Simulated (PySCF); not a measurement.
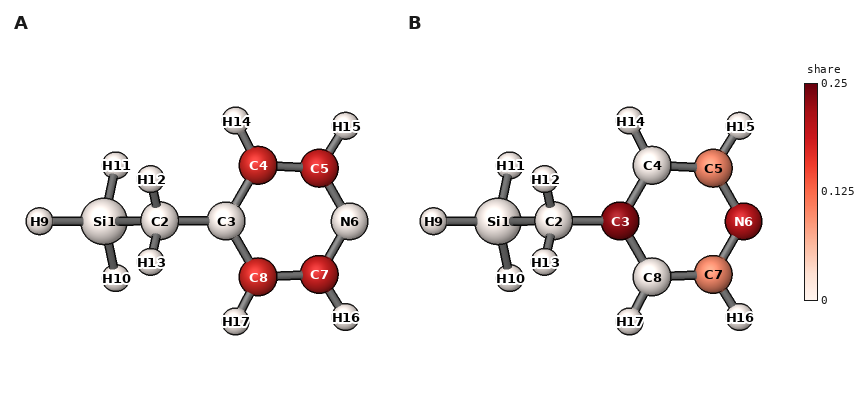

Each panel colours the atoms by their Löwdin share in one orbital (up to four of the largest shares; other atoms are shown as zero). The geometry was computed by an optimisation with GFN2-xTB. No frequency run is at hand to confirm it as a minimum. Level of theory: ωB97X-D/def2-SVPD (PySCF 2.14.0).

The panels show the LUMO, LUMO+1, in some order. Which is which?

A: LUMO+1, 1.29 eV; C7 0.18, C5 0.18, C4 0.17, C8 0.17
B: LUMO, 0.99 eV; C3 0.22, N6 0.19, C5 0.10, C7 0.10

The geometry is semi-empirical. Around Si such bond lengths and angles can be off by a tenth of an ångström or more and by several degrees, and values that hang on the shape move with them.
